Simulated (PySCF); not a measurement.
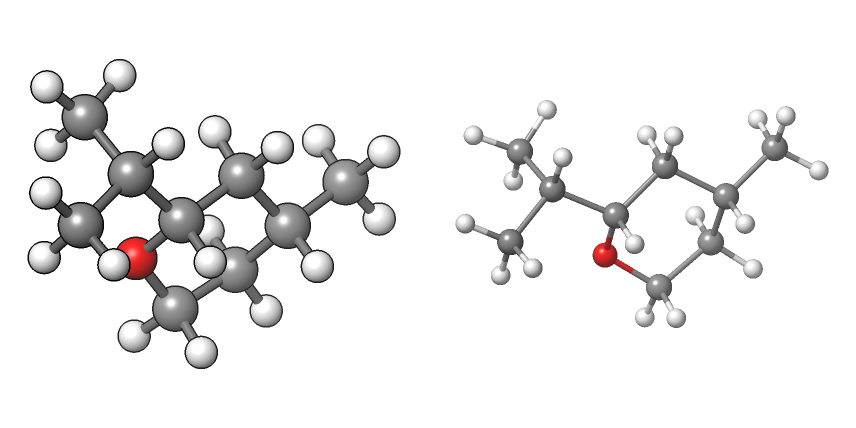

Two views of one molecule. Colours: carbon grey, oxygen red, hydrogen white.

Computed geometry: PBE0-D3(BJ)/def2-SVP optimisation. No frequency run is at hand to confirm it as a minimum.

Count the atoms of each element.

Answer. C₉H₁₈O, 28 atoms: 9 carbon, 18 hydrogen and 1 oxygen.

What is its SMILES?

Answer. CC(C)[C@@H]1C[C@H](C)CCO1

Name some functional groups or characteristic bonds that it holds.

Answer. Among them: ether.

What is the point group of this geometry?

Answer. C1.

Count the bonded pairs by element.

Answer. 18 C–H, 8 C–C, 2 C–O.

More results for the same structure follow; atom numbers are the same in all pictures, views and colours differ.

### Geometry

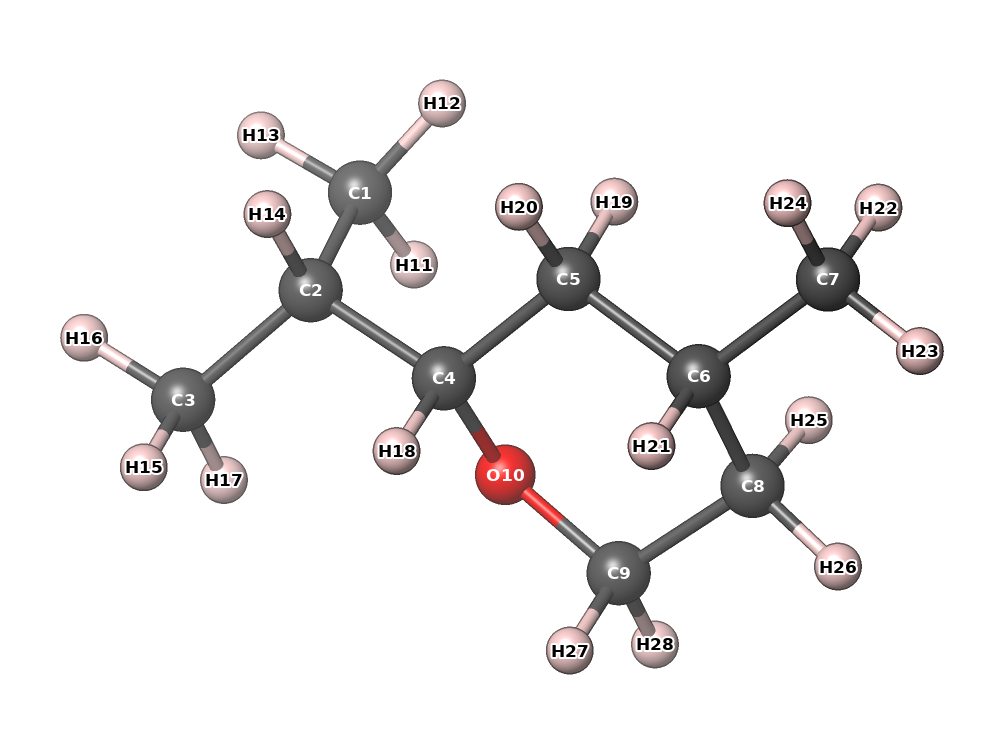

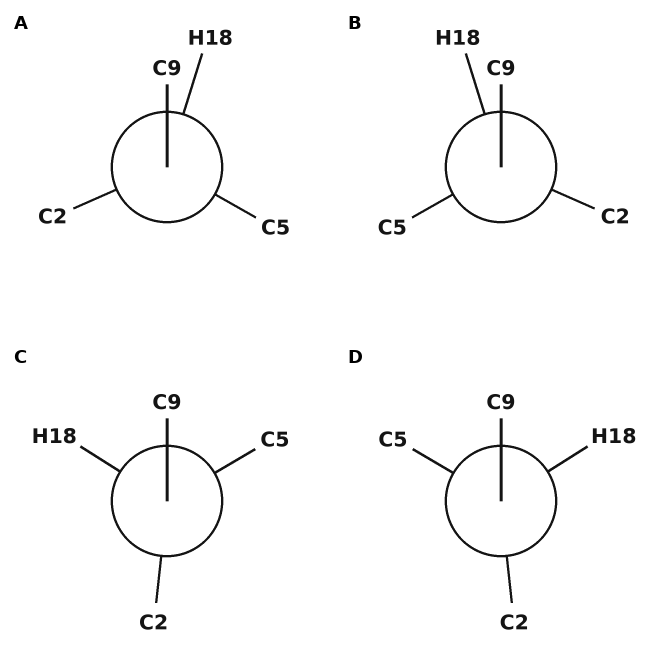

Distant atoms are faded towards the background colour. Bonds that would overlap in a projection are set slightly apart. No frequency run is at hand to confirm it as a minimum.

Which Newman projection shows the view along O10–C4, with O10 in front?

Answer. C. The torsion angle C9–O10–C4–C2 is −174°, antiperiplanar (anti).

### Electronic properties

No frequency run is at hand to confirm it as a minimum. Method: PBE0/pcSseg-1 in cyclohexane (IEF-PCM) (PySCF 2.14.0).

What does the calculation give?

- dipole moment: 1.49 D
- HOMO energy (Kohn–Sham orbital): −7.13 eV
- LUMO energy (Kohn–Sham orbital): 1.51 eV
- HOMO–LUMO gap: 8.64 eV

### Ring current

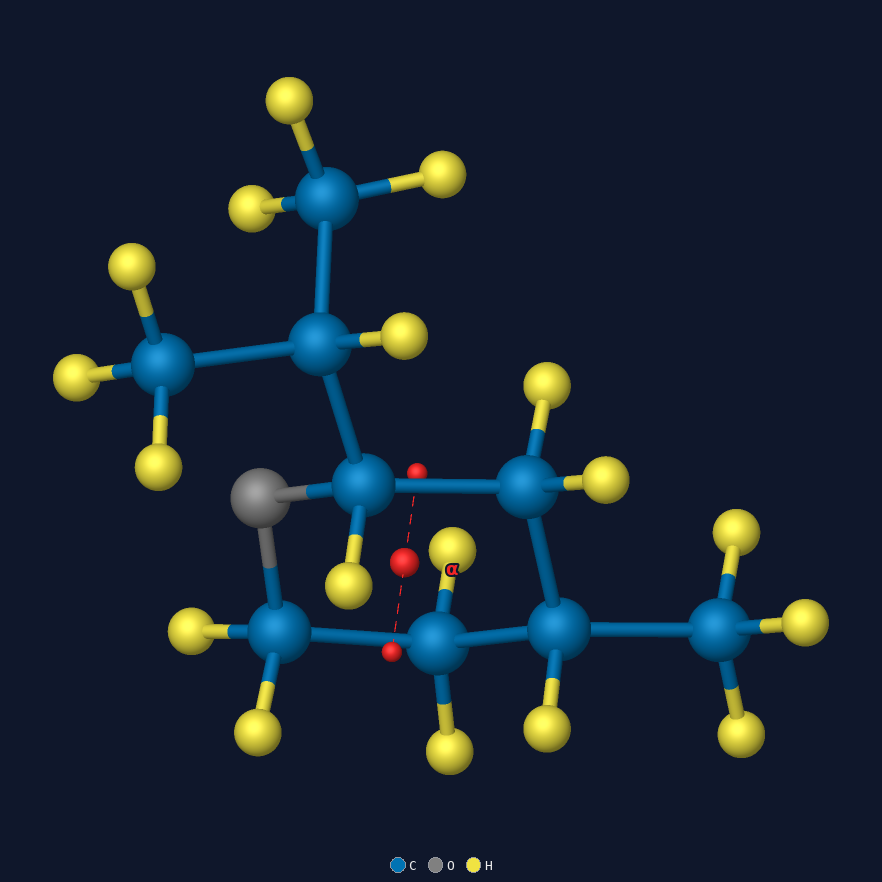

The small points mark where nucleus-independent chemical shifts (NICS) were computed: at the centre of each lettered ring and 1 Å above and below it. No frequency run is at hand to confirm it as a minimum. Method: GIAO PBE0/pcSseg-1 NMR shielding, non-relativistic, IEF-PCM cyclohexane (PySCF 2.14.0).

Give NICS(0), NICS(1) and the out-of-plane component NICS(1)zz for each ring (means of the two sides).

```
ring  members  NICS(0)  NICS(1)  NICS(1)zz
   α      C5O     −3.0     −2.4        2.4
```

Values in ppm.

What do the values say about the ring currents?

Answer. Ring α: weak, as in a non-aromatic ring. NICS is one index among several.

### NMR shielding

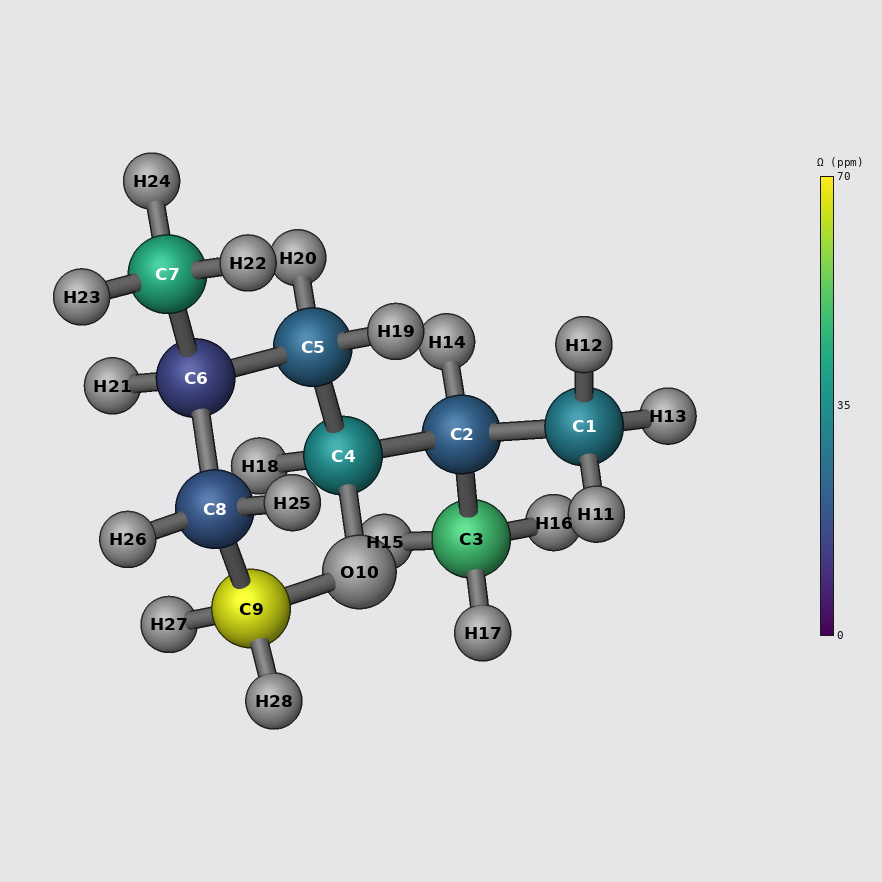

The C atoms are coloured by the span of their shielding tensor. No frequency run is at hand to confirm it as a minimum. Properties computed with GIAO PBE0/pcSseg-1 NMR shielding, non-relativistic, IEF-PCM cyclohexane (PySCF 2.14.0). Principal shieldings σ11 ≤ σ22 ≤ σ33, span Ω = σ33 − σ11, skew κ = 3(σiso − σ22)/Ω.

Which C atom has the most anisotropic shielding?

Answer. C9, with a span of 66 ppm.

Give the shielding tensors of the C atoms.

```tsv
atom	σ11	σ22	σ33	σiso	Ω	κ
C1	156.2	165.1	185.9	169.1	29.7	0.40
C2	139.4	147.8	161.4	149.5	22.0	0.23
C3	137.9	161.2	186.7	161.9	48.8	0.05
C4	88.6	97.8	122.8	103.1	34.2	0.46
C5	135.3	140.3	158.9	144.8	23.6	0.57
C6	146.8	147.9	161.8	152.1	15.0	0.86
C7	143.9	149.7	187.3	160.3	43.3	0.73
C8	138.8	146.9	158.1	148.0	19.3	0.16
C9	89.5	100.0	155.6	115.0	66.2	0.68
```

Shieldings and span in ppm.
